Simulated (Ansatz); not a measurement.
# CsSbSe3 (model cell, started as cubic perovskite with Sb in the octahedra): a soft mode frozen in

Aim: this structure of CsSbSe3 (model cell, started as cubic perovskite with Sb in the octahedra) is to be tested for unstable modes, and one is followed downhill.

Method: DFT PBEsol, scalar-relativistic, plane waves, PAW; PAW set soft_1, in Ansatz 0.2.0.

The structure was built from a prototype and need not be the compound's stable phase.

### 1. Starting point

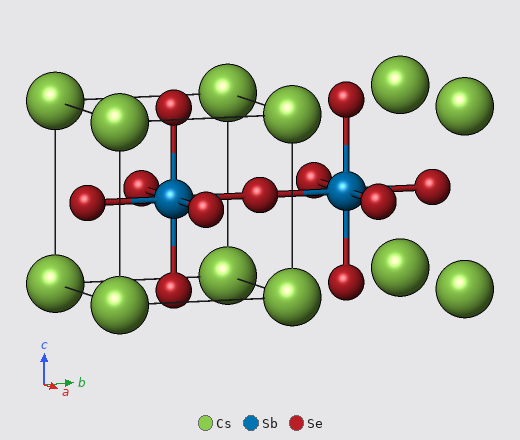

The cell as given, slightly off an axis (caesium green, antimony blue, selenium red). 1×2×1 cells are drawn. Some periodic images of atoms are drawn too.

Coordinates:

```cif
data_structure
_symmetry_space_group_name_H-M 'P 1'
_symmetry_Int_Tables_number 1
_cell_length_a 5.3819
_cell_length_b 5.3819
_cell_length_c 5.3819
_cell_angle_alpha 90.000
_cell_angle_beta 90.000
_cell_angle_gamma 90.000
_cell_volume 155.88
loop_
_atom_site_label
_atom_site_type_symbol
_atom_site_fract_x
_atom_site_fract_y
_atom_site_fract_z
_atom_site_occupancy
Cs1 Cs 0.00000 0.00000 0.00000 1
Sb2 Sb 0.50000 0.50000 0.50000 1
Se3 Se 0.50000 0.50000 0.00000 1
Se4 Se 0.50000 0.00000 0.50000 1
Se5 Se 0.00000 0.50000 0.50000 1
```

### 2. Response at finite wavevector

The cell comes from relaxations at this level that are not shown. Stability and thermal properties need the whole zone. Linear response on a 2×2×2 q mesh gives force constants as far as a supercell of that size would.

Contents of input.yaml:

```yaml
crystal:
  lattice:
    - [5.3818518704, 0.0, 0.0]
    - [0.0, 5.3818518704, 0.0]
    - [0.0, 0.0, 5.3818518704]
  atoms:
    - { symbol: Cs, position: [0.0, 0.0, 0.0] }
    - { symbol: Sb, position: [0.5, 0.5, 0.5] }
    - { symbol: Se, position: [0.5, 0.5, 0.0] }
    - { symbol: Se, position: [0.5, 0.0, 0.5] }
    - { symbol: Se, position: [0.0, 0.5, 0.5] }
kpoints:
  mp_grid: { grid: [8, 8, 8] }
hamiltonian:
  xc: pbesol
  pseudopotentials: { kind: paw, azcp: { folder: soft_1 }, xc_functional: pbe }
scf:
  occupations: { method: methfessel_paxton, width: 0.2 }
output:
  eigenvalues: true
phonons:
  method: dfpt
  qmesh: [2, 2, 2]
  temperatures: { t_max: 1000, t_step: 50 }
  qpath:
    path:
      - [[0.0, 0.0, 0.0], [0.0, 0.5, 0.0], [0.5, 0.5, 0.0], [0.0, 0.0, 0.0], [0.5, 0.5, 0.5], [0.0, 0.5, 0.0]]
      - [[0.5, 0.5, 0.5], [0.5, 0.5, 0.0]]
    npoints: 10
```

Run with:

```bash
$ ansatz run input.yaml --threads 8 --pin off --max-ram 16384MiB --backend cpu --events-out ev --progress --plain --runs-dir out
```

Numbers of over 12 decimals in the logs are rounded to 6 here.

Output:

```text
Engine: ansatz 0.2.0, aarch64-unknown-linux-gnu
Pseudopotentials: kind: paw
Pseudopotential: Cs, paw, valence charge 9, recommended cutoff 420 eV (normal), soft_1/Cs.paw.azcp
Pseudopotential: Sb, paw, valence charge 15, recommended cutoff 420 eV (normal), soft_1/Sb.paw.azcp
Pseudopotential: Se, paw, valence charge 16, recommended cutoff 420 eV (normal), soft_1/Se.paw.azcp
Functional definition: PBEsol
  exchange = pbesol_x
  correlation = pbesol_c
Crystal: 5 atoms, lattice volume = 155.882 Å³
Basis set: ecut = 420 eV, 2969 PW (Γ), exchange–correlation on 72×72×72 points (8 copies of the dense FFT grid, shifted against one another)
Bands: 44, of which v1, the nominal top of the filled ones, is band 36 counted from 1 (35 counted from 0)
Symmetry: 48 space group operations
k-points: 35 of 512
Non-local potential: Cs, projectors of the file, l = 0: 3, l = 1: 2, l = 2: 2, l = 3: 2
Non-local potential: Sb, projectors of the file, l = 0: 2, l = 1: 2, l = 2: 2, l = 3: 1
Non-local potential: Se, projectors of the file, l = 0: 2, l = 1: 2, l = 2: 3, l = 3: 1
PAW form: soft (Blöchl's): semilocal exchange-correlation on the pseudo side does not see the compensation charge
PAW frozen core: Cs, regenerated for the run's functional, and the local potential with it (the file was generated under x = pbe(κ = 0.804, μ = 0.219515), c = pbe(β = 0.066725))
PAW frozen core: Sb, regenerated for the run's functional, and the local potential with it (the file was generated under x = pbe(κ = 0.804, μ = 0.219515), c = pbe(β = 0.066725))
PAW frozen core: Se, regenerated for the run's functional, and the local potential with it (the file was generated under x = pbe(κ = 0.804, μ = 0.219515), c = pbe(β = 0.066725))
PAW one-centre angular grid: Cs, 194 points (default); XC on 64 Gauss nodes
PAW one-centre angular grid: Sb, 590 points (default); XC on 64 Gauss nodes
PAW one-centre angular grid: Se, 590 points (default); XC on 64 Gauss nodes
Initial density: superposition of atomic densities (chi_scale 0.1, normalization cell, long waves kept (reshape's long-wave potential 0.00 eV rms))
Initial wavefunctions: pseudopotential atomic-orbital guess
Functional: x = pbesol(κ = 0.804, μ = 0.123457), c = pbesol(β = 0.046)
SCF iter   1: F=—  HF=-28269.915602 eV  |F-HF|=—  |Δ(HF+E_count)|=         —  Δρ=3.03e-2  dr2=3.71e0  ethr=3.10e-3  ⟨swp⟩=8.1  Hψ=6602  notcnv=0
preconditioner: auto → LDOS  [metal: Δε(μ)=0.078 eV  Ē_g=9.919 eV  σ=0.200 eV  W_gap=0.32  n_scr=32 (ndim 8)  ℏωp=16.3 eV  f_vac=0.024  D(μ)=3.85/eV (n_scr^D=26)  β→1.0]
SCF iter   2: F=—  HF=-28268.346026 eV  |F-HF|=—  |Δ(HF+E_count)|=    1.57e0  S|Δr|=    0.00e0  Δρ=1.18e-2  dr2=2.24e-1  ethr=3.10e-3  ⟨swp⟩=4.1  Hψ=2859  notcnv=0  defer=68
SCF iter   3: F=—  HF=-28268.293604 eV  |F-HF|=—  |Δ(HF+E_count)|=   5.24e-2  S|Δr|=    0.00e0  Δρ=2.41e-3  dr2=1.20e-2  ethr=3.10e-4  ⟨swp⟩=2.1  Hψ=3175  notcnv=0  defer=67
SCF iter   4: F=—  HF=-28268.286106 eV  |F-HF|=—  |Δ(HF+E_count)|=   7.50e-3  S|Δr|=    0.00e0  Δρ=5.91e-4  dr2=6.08e-4  ethr=1.67e-5  ⟨swp⟩=2.0  Hψ=2878  notcnv=0  defer=67
SCF iter   5: F=—  HF=-28268.286030 eV  |F-HF|=—  |Δ(HF+E_count)|=   7.61e-5  S|Δr|=    0.00e0  Δρ=1.98e-4  dr2=8.97e-5  ethr=8.45e-7  ⟨swp⟩=2.0  Hψ=2730  notcnv=0  defer=67
SCF iter   6: F=—  HF=-28268.286060 eV  |F-HF|=—  |Δ(HF+E_count)|=   2.97e-5  S|Δr|=    0.00e0  Δρ=6.32e-5  dr2=7.58e-6  ethr=1.25e-7  ⟨swp⟩=3.0  Hψ=3027  notcnv=0  defer=67
SCF iter   7: F=—  HF=-28268.286063 eV  |F-HF|=—  |Δ(HF+E_count)|=   3.05e-6  S|Δr|=    0.00e0  Δρ=1.22e-5  dr2=2.67e-7  ethr=1.05e-8  ⟨swp⟩=2.0  Hψ=2205  notcnv=0  defer=67
SCF iter   8: F=—  HF=-28268.286063 eV  |F-HF|=—  |Δ(HF+E_count)|=   2.08e-7  S|Δr|=    0.00e0  Δρ=1.79e-6  dr2=3.66e-9  ethr=3.71e-10  ⟨swp⟩=2.3  Hψ=2622  notcnv=0  defer=67
SCF iter   9: F=—  HF=-28268.286063 eV  |F-HF|=—  |Δ(HF+E_count)|=   2.23e-9  S|Δr|=    0.00e0  Δρ=3.40e-7  dr2=1.46e-10  ethr=5.08e-12  ⟨swp⟩=2.0  Hψ=2558  notcnv=0  defer=67
SCF iter  10: F=-28268.286063 eV  HF=-28268.286063 eV  |F-HF|=1.82e-11  |Δ(HF+E_count)|=  2.07e-10  S|Δr|=    0.00e0  Δρ=4.81e-8  dr2=4.17e-12  ethr=1.00e-12  ⟨swp⟩=14.7  Hψ=9280  notcnv=0
SCF 1 converged in 10 iterations: F = -28268.286063 eV  dr2 = 4.17e-12
  greatest PAW one-centre occupation: 1.000 electrons in one spin orbital (limit 2), on the Se atom at site 4 (counted from 0), in its partial waves of l = 2
Initial density: read from a saved state, or passed on in memory by an earlier SCF of this step, an earlier step, the calling program or the single point that the run made first
iter 1 solved again at ethr=1.91e-7 eV; its pass at ethr=3.10e-3 eV (dr2=1.38e-4 eV) is discarded
SCF iter   1: F=—  HF=-28268.286065 eV  |F-HF|=—  |Δ(HF+E_count)|=         —  Δρ=4.18e-7  dr2=2.42e-10  ethr=1.91e-7  ⟨swp⟩=3.3  Hψ=10367  notcnv=0
eigensolver tolerance schedule: the retry pair's looser diagonalisation over-reported the residual by 568886.87 of it (diagonalisation noise at an unbounded share of the residual, at the tolerance the schedule requests for it); recorded, not acted on — ethr = c·dr2/N_el stays at c = 1.0e-1
preconditioner: auto → LDOS  [metal: Δε(μ)=0.004 eV  Ē_g=10.031 eV  σ=0.200 eV  W_gap=0.02  n_scr=32 (ndim 8)  ℏωp=16.3 eV  f_vac=0.038  D(μ)=4.27/eV (n_scr^D=26)  β→1.0]
SCF iter   2: F=—  HF=-28268.286063 eV  |F-HF|=—  |Δ(HF+E_count)|=   1.97e-6  S|Δr|=    0.00e0  Δρ=4.18e-7  dr2=2.62e-10  ethr=1.00e-12  ⟨swp⟩=4.2  Hψ=4632  notcnv=0
SCF iter   3: F=—  HF=-28268.286063 eV  |F-HF|=—  |Δ(HF+E_count)|=  9.46e-11  S|Δr|=    0.00e0  Δρ=2.13e-7  dr2=5.71e-11  ethr=1.00e-12  ⟨swp⟩=3.0  Hψ=2880  notcnv=0
SCF iter   4: F=—  HF=-28268.286063 eV  |F-HF|=—  |Δ(HF+E_count)|=  7.28e-12  S|Δr|=    0.00e0  Δρ=1.36e-7  dr2=2.32e-11  ethr=1.00e-12  ⟨swp⟩=1.0  Hψ=1540  notcnv=0
SCF iter   5: F=-28268.286063 eV  HF=-28268.286063 eV  |F-HF|=1.46e-11  |Δ(HF+E_count)|=    0.00e0  S|Δr|=    0.00e0  Δρ=7.08e-8  dr2=6.47e-12  ethr=1.00e-12  ⟨swp⟩=3.5  Hψ=4830  notcnv=0
SCF 2 converged in 5 iterations: F = -28268.286063 eV  dr2 = 6.47e-12
phonons: the bands overlap, so this run is a metal and interpolates without the dipole-dipole term. If the crystal is really an insulator or semiconductor, its LO-TO splitting is missing
NSCF: frozen V_eff on 35 k-points
NSCF: frozen V_eff on 125 k-points
DFPT response loops at q = (0, 0, 0) (fractional): preconditioner auto → Kerker (q_TF=auto, 2.399 Å⁻¹) (partly filled bands, converged f_vac=0.038); β = 1.00, the filter's whole step (`scf.mixing.beta` (0.50) is not read by the response loops under this deck's `scf.mixing.preconditioner`; to damp them name `kerker` or `kerker_dos`, under which they read `scf.mixing.beta`, and type it under 1.00, their step now; both keys bind the ground state too); Broyden in place of MSR1
NSCF: frozen V_eff on 250 k-points
DFPT response loops at q = (0, 0, -0.5) (fractional): mixed as the last ones told, above
NSCF: frozen V_eff on 250 k-points
DFPT response loops at q = (0, -0.5, -0.5) (fractional): mixed as the last ones told, above
NSCF: frozen V_eff on 250 k-points
DFPT response loops at q = (-0.5, -0.5, -0.5) (fractional): mixed as the last ones told, above
SCF converged after 10 iterations
Stability not checked: this state was not tested for a lower state beside it, because cold or Methfessel-Paxton smearing, or corrected tetrahedra, fill the levels in a way that the test cannot read (fill_not_monotonic; see scf.lower_state_search)
Free energy (F): -28268.286063 eV
Harris-Foulkes:  -28268.286063 eV  (|F-HF|=1.82e-11)
Internal energy: -28268.291537 eV  (E = F + TS)
E sigma→0 (E₀):  -28268.287432 eV
Entropy (-TS):   0.005474 eV (1.095 meV/atom)
Fermi energy:    6.202069 eV
--- Per-component energies (eV) ---
  E_band       = -1450.853443
  E_kinetic    = 638.511276
  E_local      = -11211.535632  (includes V_loc(G=0)·N_el)
  E_nonlocal   = -642.268341
  E_hartree    = 5598.393738
  E_xc         = -529.254816
  E_vxc        = -498.309736  (∫ρ·V_xc dr)
  E_paw        = -15704.248959  (= ΣΔE_a)
  E_vpaw       = -934.037462  (= ΣTr[D̂ρ^β])
  E_aug_tail   = -0.001098  (compensation charges beyond the density's cutoff)
  E_ewald      = -6421.389080
  E_core_change = 3.501375  (= ΣΔE_core)
  E_smearing   = 0.005474  (= −TS)
  E_closure    = -0.000000  (closes the sum)
  Σ components = -28268.286063   (vs F -28268.286063, Δ=0.00e0)
--- Band table (eV; the first three rows and the last of 35) ---
  k-point 0: bands = [... 32 lower, 5.5994, 5.5994, 5.9322, 5.9322, 5.9322, 10.5422, 10.6744, 10.6744, ... 4 higher]
  k-point 1: bands = [... 32 lower, 5.5354, 5.5354, 5.8304, 5.8718, 5.8718, 10.8108, 10.8250, 10.9024, ... 4 higher]
  k-point 2: bands = [... 32 lower, 5.3849, 5.3849, 5.6739, 5.7411, 5.7411, 10.9344, 11.1713, 11.3238, ... 4 higher]
  k-point 34: bands = [... 32 lower, 5.1016, 6.6811, 6.6811, 6.6811, 6.9566, 6.9566, 6.9566, 8.8366, ... 4 higher]
--- Phonons (Γ-DFPT): 4 representative perturbations + reference (Σ response iterations 12) ---
  ASR residual: 2.033e-4 → 0.000e0 eV/Å²; symmetrization residual: 2.284e-5 eV/Å²
  ASR residual per site (eV/Å²): 5.86e-5 9.45e-5 2.03e-4 2.03e-4 2.03e-4
  Γ frequencies (cm⁻¹): -65.66 -65.66 -65.66 0.00 0.00 0.00 17.45 17.45 17.45 65.69 65.69 65.69 96.85 96.85 96.85
--- Phonons (arbitrary-q DFPT): 4 irreducible q on the 2×2×2 mesh ---
  q = [0.0000, 0.0000, 0.0000] (star 1, of the zone-centre solve; hermiticity 2.38e-5, symmetrization 4.33e-11): -65.66 -65.66 -65.66 -0.00 0.00 0.00 17.45 17.45 17.45 65.69 65.69 65.69 96.85 96.85 96.85
  q = [0.0000, 0.0000, -0.5000] (star 3, 9 solved perturbations in 975 linear systems a pass and spin channel, the states on 125 of 512 k-point pairs; hermiticity 4.95e-6, symmetrization 1.05e-7): -67.88 -63.39 -49.73 -49.73 -42.90 -42.90 38.82 38.82 54.01 59.13 59.13 106.59 106.59 129.25 142.72
  q = [0.0000, -0.5000, -0.5000] (star 3, 9 solved perturbations in 975 linear systems a pass and spin channel, the states on 125 of 512 k-point pairs; hermiticity 1.02e-5, symmetrization 1.24e-7): -65.40 -65.40 -34.52 -34.35 -34.35 -6.31 32.50 50.38 58.89 58.89 110.91 131.46 131.46 134.31 152.67
  q = [-0.5000, -0.5000, -0.5000] (star 1, 4 solved perturbations in 350 linear systems a pass and spin channel, the states on 125 of 512 k-point pairs; hermiticity 1.66e-6, symmetrization 5.10e-8): -57.53 -57.53 -57.53 33.60 33.60 33.60 61.24 61.24 61.24 132.35 132.35 132.35 134.07 134.07 165.47
  sum rule: each row above includes the acoustic sum rule's correction from the zone centre's row sums; it moved no ω² by more than (0.84 cm⁻¹)²
  mesh force constants: q→R imaginary residual 5.22e-18; ASR residual 2.033e-4 → 0.000e0 eV/Å²; symmetrization residual 5.329e-15 eV/Å²
  interpolated dispersion: 62 rows × 15 modes
  density of states and harmonic sums: on the 12×12×12 q-mesh, interpolated from the force constants of a 2×2×2 supercell (no non-analytic term)
  largest difference from the sums on the solved wave vectors: F 7.66e-3 eV, S 1.58e-5 and C_V 8.80e-6 eV/K
  zero-point energy: 0.050538 eV/cell   skipped modes (ω ≤ 0): 453, of them read as no rigid motion or as one in doubt: 450 (5.529e0 modes/cell left out, lowest -67.88 cm⁻¹)   left out of the sums: 3.69e-1 of the cell's modes: C_V's classical limit lies that fraction below 3 k_B per atom; for a crystal, a wire or a layer, F and S can be off by more, and a phonons.interpolated_qmesh denser along its periods is the remedy for the sampling
```

Run time: 4.2 min. Hardware: 8 threads of Arm Neoverse V2, shared host; peak memory 2.5 GiB.

In the SCF lines HF is the Harris–Foulkes energy and dr2 the Hartree energy of the density residual, in eV; the loop may stop once dr2 is under the threshold and the program's other checks hold. Hψ counts applications of the Hamiltonian.

Numbers from this step:

```yaml
volume_per_atom: 31.18 Å³
gap_on_the_k_mesh: 0 eV
sum_rule_residual_before_enforcement: 2.03e-4 eV/Å²
lowest_frequency_on_the_path: -67.88 cm⁻¹
point_group: m-3m
highest_frequency_on_the_path_or_at_a_solved_wavevector: 165.5 cm⁻¹
highest_optical_mode_at_the_zone_centre_no_lo_to_term: 96.85 cm⁻¹
lowest_optical_zone_centre_mode: -65.66 cm⁻¹
lowest_mode_on_the_q_mesh_acoustic_modes_at_gamma_apart: -67.88 cm⁻¹
```

Frequencies (cm⁻¹) solved at each irreducible wavevector; negative means imaginary. Frequencies by wavevector, by row:

```tsv
q in reciprocal lattice units	star	mode 1	mode 2	mode 3	mode 4	mode 13	mode 14	mode 15
0 0 0	1	-65.7	-65.7	-65.7	0	96.8	96.8	96.8
0 0 -0.5	3	-67.9	-63.4	-49.7	-49.7	106.6	129.2	142.7
0 -0.5 -0.5	3	-65.4	-65.4	-34.5	-34.4	131.5	134.3	152.7
-0.5 -0.5 -0.5	1	-57.5	-57.5	-57.5	33.6	134.1	134.1	165.5
```

Interpolated from a 2×2×2 q mesh. Phonon branches along the path, in cm⁻¹:

```tsv
point	branch 1	branch 2	branch 3	branch 4	branch 12	branch 13	branch 14	branch 15
Γ	-66	-66	-66	0	66	97	97	97
X	-68	-63	-50	-50	107	107	129	143
M	-65	-65	-34	-34	132	132	134	153
Γ	-66	-66	-66	0	66	97	97	97
R	-58	-58	-58	34	132	134	134	166
X	-68	-63	-50	-50	107	107	129	143
jump to R	-58	-58	-58	34	132	134	134	166
M	-65	-65	-34	-34	132	132	134	153
```

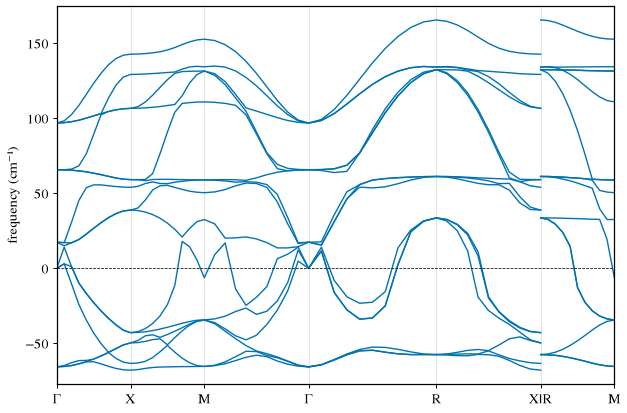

Phonon branches along the path.

Symmetry leaves 4 wavevectors to solve. The lowest mode among them, the acoustic zeros apart, lies at q = (0, 0, -0.5) and is imaginary, 67.9i cm⁻¹, so the energy falls along it.

### 3. The mode frozen in, largest atomic shift 0 Å

The mode followed lies at Γ with frequency 65.7i cm⁻¹ and is 3-fold degenerate, one of the unstable modes though not the softest. At small amplitude the distorted cell has space group no. 99 by a symmetry search on the positions. The undistorted cell that holds it gives the zero of energy on the same k mesh.

input.yaml, the sections that differ from step 2:

```yaml
output:
  forces: true
  stress: true
  eigenvalues: true
# crystal, kpoints, hamiltonian, scf: as in step 2
# phonons: removed
```

Output:

```text
[...]
Crystal: 5 atoms, lattice volume = 155.882 Å³
Basis set: ecut = 420 eV, 2969 PW (Γ), exchange–correlation on 72×72×72 points (8 copies of the dense FFT grid, shifted against one another)
Bands: 44, of which v1, the nominal top of the filled ones, is band 36 counted from 1 (35 counted from 0)
Symmetry: 48 space group operations
[...]
k-points: 35 of 512
[...]
k-point 0: bands = [... 32 lower, 5.5994, 5.5994, 5.9322, 5.9322, 5.9322, 10.5422, 10.6744, 10.6744, ... 4 higher]
  k-point 1: bands = [... 32 lower, 5.5354, 5.5354, 5.8304, 5.8718, 5.8718, 10.8108, 10.8250, 10.9024, ... 4 higher]
  k-point 2: bands = [... 32 lower, 5.3849, 5.3849, 5.6739, 5.7411, 5.7411, 10.9345, 11.1713, 11.3238, ... 4 higher]
  k-point 34: bands = [... 32 lower, 5.1016, 6.6811, 6.6811, 6.6811, 6.9567, 6.9567, 6.9567, 8.8367, ... 4 higher]
[key lines of the parts left out:]
SCF converged after 8 iterations
Free energy (F): -28268.286063 eV
Fermi energy:    6.202093 eV
P = ⅓ Tr σ = -0.0008 GPa (-0.008 kbar)
```

Elapsed: 2.2 s, on 8 threads; peak memory 0.73 GiB; 16 s of CPU time.

Numbers from this step:

- pressure: -8.36e-4 GPa
- energy from the undistorted cell: 0 meV/atom

The run ends at a pressure of 0.00 GPa.

### 4. The mode frozen in, largest atomic shift 0.32 Å

The atoms are moved along the unstable eigenvector, the largest shift by 0.32 Å, with the cell fixed.

input.yaml, the sections that differ from step 3:

```yaml
crystal:
  lattice:
    - [5.3818518704, 0.0, 0.0]
    - [0.0, 5.3818518704, 0.0]
    - [0.0, 0.0, 5.3818518704]
  atoms:
    - { symbol: Cs, position: [0.0, 0.0150066373, 0.0] }
    - { symbol: Sb, position: [0.5, 0.4405409127, 0.5] }
    - { symbol: Se, position: [0.5, 0.5464822115, 0.0] }
    - { symbol: Se, position: [0.5, -0.0265441604, 0.5] }
    - { symbol: Se, position: [0.0, 0.5464822115, 0.5] }
# kpoints, hamiltonian, scf, output: as in step 3
```

Output:

```text
[...]
Crystal: 5 atoms, lattice volume = 155.882 Å³
Basis set: ecut = 420 eV, 2969 PW (Γ), exchange–correlation on 72×72×72 points (8 copies of the dense FFT grid, shifted against one another)
Bands: 44, of which v1, the nominal top of the filled ones, is band 36 counted from 1 (35 counted from 0)
Symmetry: 8 space group operations
[...]
k-points: 75 of 512 (time reversal used)
[...]
k-point 0: bands = [... 32 lower, 5.6511, 5.6511, 5.9373, 6.0527, 6.0527, 10.0455, 10.0455, 10.3984, ... 4 higher]
  k-point 1: bands = [... 32 lower, 5.5918, 5.6160, 5.8209, 5.9901, 6.0763, 10.0930, 10.1486, 10.6560, ... 4 higher]
  k-point 2: bands = [... 32 lower, 5.4540, 5.5012, 5.6688, 5.8532, 6.0588, 10.2258, 10.2470, 11.1508, ... 4 higher]
  k-point 74: bands = [... 32 lower, 5.3093, 6.5220, 6.5220, 6.7393, 7.3520, 7.4587, 7.4587, 8.8093, ... 4 higher]
[key lines of the parts left out:]
SCF converged after 8 iterations
Free energy (F): -28268.419480 eV
Fermi energy:    6.301182 eV
P = ⅓ Tr σ = -0.3446 GPa (-3.446 kbar)
```

It took 6.9 s on 8 threads; peak memory 0.79 GiB.

Numbers from this step:

* pressure: -0.3446 GPa
* energy from the undistorted cell: -26.43 meV/atom

The energy, extrapolated to zero smearing, is -26.43 meV/atom against the undistorted cell.

The run ends at a pressure of -0.34 GPa, with forces up to 0.19 eV/Å.

### 5. Energy along the mode, all amplitudes (two of the runs are shown above)

An imaginary frequency means negative curvature, so the energy should fall and then rise again as anharmonic terms take over.

This step gave:

```yaml
depth_at_the_lowest_point_sampled: 26.43 meV/atom
largest_atomic_shift_at_that_point: 0.32 Å
```

Table of energy from the parent by largest atomic shift:

```tsv
largest atomic shift (Å)	energy from the parent (meV/atom)
0.000	0
0.040	-0.617
0.080	-2.42
0.140	-7.05
0.220	-15.6
0.320	-26.4
0.450	-25.2
0.600	22.6
```

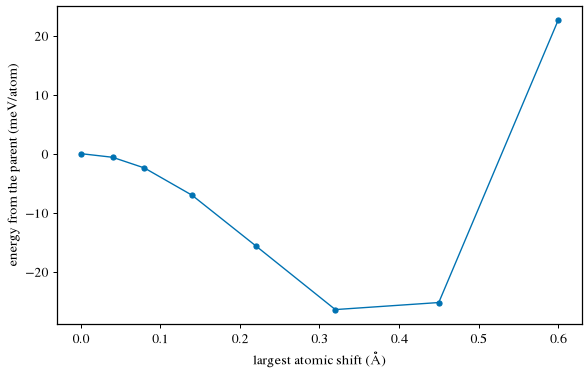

Energy from the parent, plotted against largest atomic shift.

Displacement at unit largest shift by atom:

```tsv
atom	x (Å)	y (Å)	z (Å)	size
Cs1	0.00	0.25	0.00	0.25
Sb2	0.00	-1.00	0.00	1.00
Se3	0.00	0.78	0.00	0.78
Se4	0.00	-0.45	0.00	0.45
Se5	0.00	0.78	0.00	0.78
```

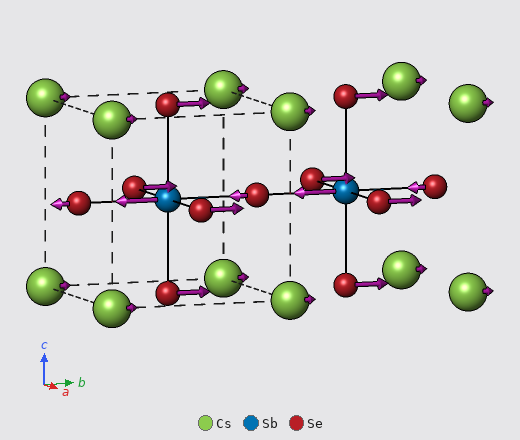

Displacement at unit largest shift as arrows, the longest 1 Å. 1×2×1 cells are drawn. Some periodic images of atoms are drawn too.

The lowest of the steps tried is at 0.32 Å, 26.4 meV/atom below the parent; the bottom of the well need not coincide with a step.

(Continued in part 2 of 2.)

[Logs are printed without paths, hosts, clocks, repeated set-up lines and the standing remarks that a program may print on its own settings, such as how far it seeks lower states.]

[Hosts, paths, dates, database ids (printed as entryN), source tags and the programs' standing remarks are cut or masked in the printed files.]
